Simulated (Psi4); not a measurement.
# UHF/def2-TZVP (sweep point 3) run of BHBr (SMILES [BH]Br)

What is the vertical electron affinity of BHBr at UHF/def2-TZVP (sweep point 3)? 

The results are computed with Psi4 1.11.

## (1) The molecule

The species is BHBr (3 atoms), meant as a doublet with charge 0. SMILES: `[BH]Br`. Geometry: relaxed at PBE0-D4/def2-TZVP.

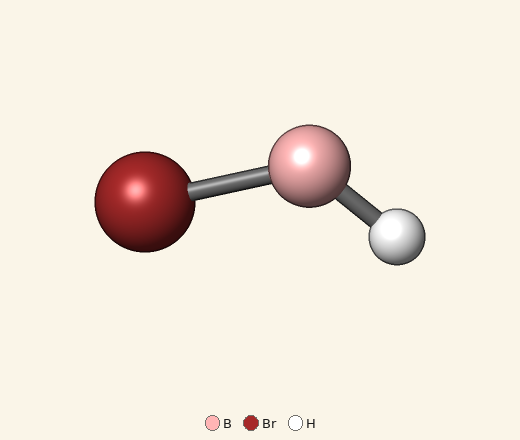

The structure, seen from a chosen angle (boron pink, bromine red, hydrogen white).

## (2) The energy at UHF/def2-TZVP (sweep point 3)

Input file calc.in:

```
memory 1600 MB

molecule mol {
  0 2
  B     -0.094500    -0.523000    -0.115700
  Br     1.181000     0.563200     0.709800
  H     -1.097400    -0.105000    -0.607300
  units angstrom
  symmetry c1
}

set {
  basis     def2-TZVP
  reference uhf
  puream    true
  scf_type  pk
  maxiter   150
}

energy("hf")
```

The run is started by

```console
$ psi4 calc.in calc.out -n 1
```

calc.out:

```text
[...]
  Running in c1 symmetry.
[...]
  Nuclear repulsion =   58.623728353523035
[...]
  Multiplicity = 2
[...]
  Nalpha       = 21
  Nbeta        = 20
[...]
    Number of basis functions: 85
[...]
   @UHF iter   1: -2597.44241513560519   -1.94593e+00   1.39937e-02 ADIIS/DIIS
[...]
   @UHF iter   9: -2597.64897983875881   -6.09375e-08   5.95147e-07 DIIS
[...]
   @S^2 Observed:                7.556946843E-01
[...]
    Orbital Energies [Eh]
    ---------------------
    Alpha Occupied:
       1A   -490.034167     2A    -65.177082     3A    -58.531929
       4A    -58.531215     5A    -58.531093     6A     -9.851236
       7A     -7.692812     8A     -7.461591     9A     -7.458067
      10A     -7.457427    11A     -3.203307    12A     -3.201764
      13A     -3.200440    14A     -3.196679    15A     -3.196562
      16A     -1.047715    17A     -0.688408    18A     -0.541858
      19A     -0.470085    20A     -0.451158    21A     -0.347102
    Alpha Virtual:
      22A      0.044691    23A      0.139263    24A      0.154083
      25A      0.195577    26A      0.235856    27A      0.236547
[...]
  @UHF Final Energy: -2597.64897983875881
   => Energetics <=
    Nuclear Repulsion Energy =             58.6237283535230347
    One-Electron Energy =               -3732.4836670503327696
    Two-Electron Energy =                1076.2109588580510717
    Total Energy =                      -2597.6489798387588053
  UHF NO Occupations:
  HONO-2 :   19  A 1.9995337
  HONO-1 :   20  A 1.9983483
[...]
 Multipole Moments:
 ------------------------------------------------------------------------------------
     Multipole            Electronic (a.u.)      Nuclear  (a.u.)        Total (a.u.)
 ------------------------------------------------------------------------------------
 L = 1.  Multiply by 2.5417464519 to convert [e a0] to [Debye]
 Dipole X            :          2.5812879           -2.8160972           -0.2348094
 Dipole Y            :          0.8008014           -0.7678435            0.0329580
 Dipole Z            :          0.0000000           -0.0000000            0.0000000
 Magnitude           :                                                    0.2371111
[...]
```

It took 4.2 s on 1 thread of Intel Xeon Platinum 8259CL at 2.50GHz (Skylake/Cascade Lake), shared host; peak memory 0.32 GiB.

## (3) The singlet anion

Input file calc.dat:

```
memory 1600 mb

molecule system {
  -1 1
  B     -0.094500    -0.523000    -0.115700
  Br     1.181000     0.563200     0.709800
  H     -1.097400    -0.105000    -0.607300
  symmetry c1
}

set basis def2-TZVP
set puream true
set scf_type pk

energy_value = energy('scf')
print_variables()
```

The run is started by

```console
$ psi4 -n 1 calc.dat calc.out
```

calc.out:

```text
[...]
  Running in c1 symmetry.
[...]
  Nuclear repulsion =   58.623728353523035
[...]
  Multiplicity = 1
[...]
  Nalpha       = 21
  Nbeta        = 21
[...]
    Number of basis functions: 85
[...]
   @RHF iter   1: -2597.37183778554845   -1.87536e+00   1.42295e-02 ADIIS/DIIS
[...]
   @RHF iter   9: -2597.61007663899363   -3.01802e-08   2.65980e-07 DIIS
[...]
    Orbital Energies [Eh]
    ---------------------
    Doubly Occupied:
       1A   -489.813405     2A    -64.956878     3A    -58.311348
       4A    -58.311300     5A    -58.310854     6A     -9.631375
       7A     -7.395204     8A     -7.241245     9A     -7.239305
      10A     -7.237419    11A     -2.983012    12A     -2.982028
      13A     -2.980233    14A     -2.977761    15A     -2.977475
      16A     -0.824315    17A     -0.427652    18A     -0.297373
      19A     -0.241483    20A     -0.235670    21A     -0.008939
[...]
  @RHF Final Energy: -2597.61007663899363
   => Energetics <=
    Nuclear Repulsion Energy =             58.6237283535230347
    One-Electron Energy =               -3741.6990373784219628
    Two-Electron Energy =                1085.4652323859056651
    Total Energy =                      -2597.6100766389936325
[...]
 Multipole Moments:
 ------------------------------------------------------------------------------------
     Multipole            Electronic (a.u.)      Nuclear  (a.u.)        Total (a.u.)
 ------------------------------------------------------------------------------------
 L = 1.  Multiply by 2.5417464519 to convert [e a0] to [Debye]
 Dipole X            :          4.3781493           -2.8160972            1.5620520
 Dipole Y            :          3.0389372           -0.7678435            2.2710938
 Dipole Z            :          0.0000000           -0.0000000            0.0000000
 Magnitude           :                                                    2.7564240
[...]
```

It took 3.9 s on 1 thread of Intel Xeon Platinum 8259CL at 2.50GHz (Skylake/Cascade Lake), shared host; peak memory 0.32 GiB.

## (4) What came out

At UHF/def2-TZVP (sweep point 3):

| quantity | value |
| --- | --- |
| doublet BHBr: total energy | -2597.64898 Eh |
| doublet BHBr: dipole moment | 0.60 D |
| doublet BHBr: HOMO energy (highest over α and β) | -9.45 eV |
| doublet BHBr: LUMO energy (lowest over α and β) | 1.22 eV |
| doublet BHBr: ⟨S²⟩ | 0.756 |
| singlet anion: total energy | -2597.61008 Eh |
| singlet anion: HOMO energy | -0.24 eV |
| singlet anion: LUMO energy | 7.45 eV |
| singlet anion: HOMO–LUMO gap (to an unbound level, set by the basis) | 7.69 eV |
| vertical electron affinity (to the singlet anion) | -1.059 eV |

What this shows: The anion lies 1.06 eV (24 kcal/mol) above the neutral: the electron isn't bound at this level, and such a value depends on the basis. Without diffuse functions anions come out too high. Hartree–Fock misses the correlation that binds many anions.
